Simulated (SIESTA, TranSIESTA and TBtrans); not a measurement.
System: Ta chain with one bond stretched by 1.0 Å. Leads: straight Ta chain, spacing 2.35 Å. Geometry: as built, not relaxed.

Method: TranSIESTA and TBtrans, PBE, DZP numerical orbitals (energy shift 0.15 eV), PseudoDojo norm-conserving scalar-relativistic potentials, mesh cutoff 200 Ry, 300 K, spin-polarised (collinear), no spin-orbit coupling; self-consistent non-equilibrium Green functions.

Energies count from the leads' Fermi level. Transmissions are for each spin. The energy step is 0.01 eV; narrower resonances are cut or missed.

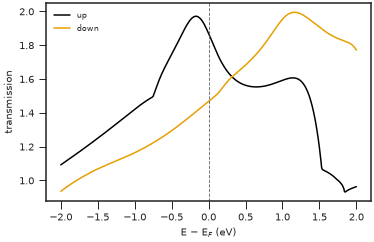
Figure. Transmission against energy

| E (eV) | T up | T down | lead channels up | down |
|---|---|---|---|---|
| -2.00 | 1.09 | 0.94 | 4 | 3 |
| -1.80 | 1.15 | 1.00 | 4 | 3 |
| -1.60 | 1.22 | 1.05 | 4 | 3 |
| -1.40 | 1.28 | 1.09 | 4 | 4 |
| -1.20 | 1.35 | 1.12 | 4 | 4 |
| -1.00 | 1.42 | 1.16 | 4 | 4 |
| -0.80 | 1.48 | 1.21 | 4 | 4 |
| -0.60 | 1.66 | 1.26 | 6 | 4 |
| -0.40 | 1.83 | 1.33 | 6 | 4 |
| -0.20 | 1.97 | 1.40 | 6 | 4 |
| 0.00 | 1.87 | 1.47 | 6 | 4 |
| 0.20 | 1.68 | 1.55 | 6 | 6 |
| 0.40 | 1.58 | 1.64 | 6 | 6 |
| 0.60 | 1.55 | 1.73 | 6 | 6 |
| 0.80 | 1.56 | 1.83 | 6 | 6 |
| 1.00 | 1.59 | 1.95 | 6 | 6 |
| 1.20 | 1.60 | 1.99 | 6 | 6 |
| 1.40 | 1.44 | 1.94 | 6 | 6 |
| 1.60 | 1.05 | 1.88 | 4 | 6 |
| 1.80 | 0.98 | 1.83 | 2 | 6 |
| 2.00 | 0.96 | 1.77 | 1 | 6 |

The magnetic order of the leads was set by the start, and no other order was tried; the separate lead runs end at 1.06 (left) and 1.06 (right) μB an atom. The straight chain is held at its spacing; free chains may zigzag or dimerise. Spin-orbit coupling, left out here, matters for the heavy atoms.
